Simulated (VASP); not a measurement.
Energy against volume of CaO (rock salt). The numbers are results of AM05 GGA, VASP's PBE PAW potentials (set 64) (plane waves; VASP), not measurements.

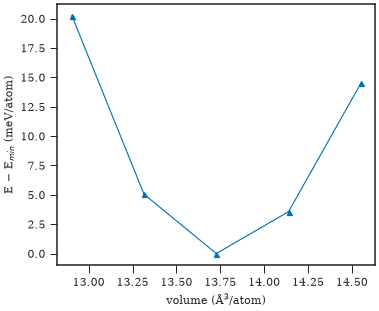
Figure: Energy against volume

Task: Estimate the equilibrium volume and the bulk modulus.

Result: The minimum lies near 13.8 Å³/atom, and the curvature gives B0 of about 110 GPa.

Measured: a 4.781 Å at 0 K (computed value off by +0.2 %), as given by Wei Chen et al., Physical Review Materials (2018), doi:10.1103/physrevmaterials.2.073803 [zero-point anharmonic expansion removed].

The compound is CaO in the rock salt structure. It was relaxed first.
